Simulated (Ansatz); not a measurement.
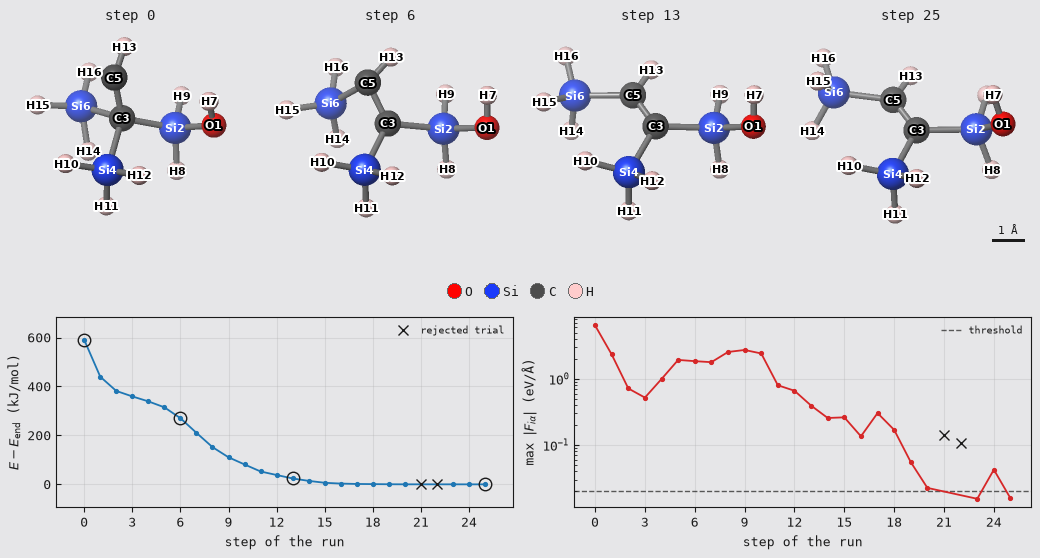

Frames of a relaxation of C2H10OSi3, marked on the history of the run. Style: ball-and-stick. Shown from a free direction.

The run prepares an end point of a later path (hydrogen shift) calculation, from a guessed geometry.

Level of theory: Ansatz, RKS revPBE/STO-3G.

Input file:
```yaml
crystal:
  periodic: [false, false, false]
  atoms:
    - { symbol: O, position_ang: [-0.4065, -2.1368, -1.7197] }
    - { symbol: Si, position_ang: [-0.6412, -1.6138, -0.158] }
    - { symbol: C, position_ang: [-0.0384, 0.1519, 0.0697] }
    - { symbol: Si, position_ang: [1.9661, 0.0968, 0.0636] }
    - { symbol: C, position_ang: [-0.6552, 1.2144, -0.7251] }
    - { symbol: Si, position_ang: [-0.6416, 0.9438, 1.538] }
    - { symbol: H, position_ang: [-0.6189, -1.4055, -2.389] }
    - { symbol: H, position_ang: [0.0931, -2.539, 0.7394] }
    - { symbol: H, position_ang: [-2.0793, -1.6483, 0.1932] }
    - { symbol: H, position_ang: [2.4427, 1.4498, 0.3023] }
    - { symbol: H, position_ang: [2.3702, -0.7731, 1.1948] }
    - { symbol: H, position_ang: [2.4127, -0.4076, -1.2176] }
    - { symbol: H, position_ang: [-1.787, 1.2594, -0.855] }
    - { symbol: H, position_ang: [0.39616, 0.03887, 1.95963] }
    - { symbol: H, position_ang: [-0.0756, 2.2247, 1.9314] }
    - { symbol: H, position_ang: [-2.0982, 0.9217, 1.7815] }
basis:
  gaussian: { orbitals: STO-3G }
hamiltonian:
  xc: revpbe
relax:
  f_tol: 0.02
  max_steps: 50
```

Launched with:
```bash
ansatz run input.yaml --threads 1 --pin off --max-ram 2048MiB --backend cpu --events-out ev --progress --plain --runs-dir out
```

### What happens along the run?

The atom that moves furthest after the best rigid fit is H14 (1.88 Å). By element the largest moves are H 1.88 Å, C 1.66 Å, Si 1.01 Å, O 0.80 Å. Near-neighbour distances that change, for instance: Si2–Si6 3.069 → 4.668 Å, C3–Si6 1.774 → 2.944 Å, Si4–Si6 3.113 → 3.600 Å, C5–Si6 2.279 → 1.888 Å. New bonds form: C5–Si6 (2.28 → 1.89 Å). Bonds break: C3–Si6 (1.77 → 2.94 Å). Bond angles that change, for instance: H14–Si6–H16 130.8° → 108.6°, Si2–C3–Si4 107.1° → 117.7°, Si2–O1–H7 111.3° → 102.3°. Groups turn about O1–Si2 by about 20°. Over 23 accepted moves (25 points after the start) the energy falls by 590.6 kJ/mol. The largest force component goes from 6.4 to 0.016 eV/Å. The line search rejected the trial steps at points 21, 22 of the run. The forces were under the threshold at step 23, but the run went on from there. Cost: 2 min on 1 thread of Arm Neoverse V1 (shared host), peak memory 0.14 GiB. From step 0 to 6: H14 moves most (0.97 Å), energy −320.1 kJ/mol. From step 6 to 13: H13 moves most (1.08 Å), energy −246.4 kJ/mol. From step 13 to 25: H atoms move most (0.87 Å), energy −24.0 kJ/mol.

| step | E − E(0), kJ/mol | largest force component, eV/Å | note |
| --- | --- | --- | --- |
| 0 | 0.00 | 6.4123 |  |
| 1 | -150.66 | 2.3376 |  |
| 2 | -208.80 | 0.7163 |  |
| 3 | -231.17 | 0.5212 |  |
| 4 | -251.42 | 0.9941 |  |
| 5 | -275.70 | 1.9319 |  |
| 6 | -320.13 | 1.8505 |  |
| 7 | -380.04 | 1.7856 |  |
| 8 | -438.40 | 2.5458 |  |
| 9 | -479.97 | 2.7299 |  |
| 10 | -509.27 | 2.4180 |  |
| 11 | -537.97 | 0.8004 |  |
| 12 | -552.36 | 0.6613 |  |
| 13 | -566.53 | 0.3948 |  |
| 14 | -576.35 | 0.2565 |  |
| 15 | -584.18 | 0.2622 |  |
| 16 | -587.39 | 0.1356 |  |
| 17 | -588.94 | 0.3040 |  |
| 18 | -589.57 | 0.1697 |  |
| 19 | -590.16 | 0.0553 |  |
| 20 | -590.43 | 0.0226 |  |
| 21 | -590.30 | 0.1432 | rejected |
| 22 | -590.35 | 0.1058 | rejected |
| 23 | -590.47 | 0.0154 |  |
| 24 | -590.54 | 0.0425 |  |
| 25 | -590.56 | 0.0157 |  |

Limits of the set-up: STO-3G is a minimal basis, so the numbers are rough.
